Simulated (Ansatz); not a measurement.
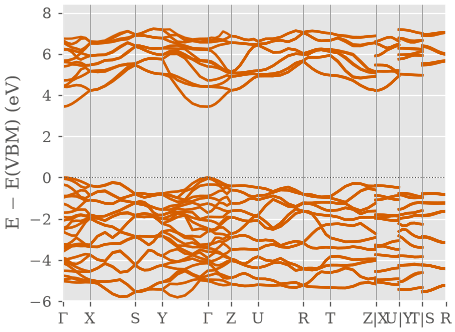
Band structure from plane-wave PAW r²SCAN with spin–orbit coupling (Ansatz code)

Read off the gap and where the band edges lie.

About 3.4 eV (3.43 eV by a search for the band edges); maximum at Γ, minimum at Γ.

The material is ZrO₂ in space group Pnma (No. 62; Zr on 4c, O on 4c, O on 4c).

The workflow started from a Materials Project entry (that database holds measured and hypothetical structures alike); the Crystallography Open Database copy checked does not list it. It is not the phase usual at ambient conditions (space group No. 14). The r²SCAN relaxation kept the symmetry of its start; whether a distortion lowers the energy is not shown. The run is not spin-polarised.

Potentials: the later of the program's two PAW sets.
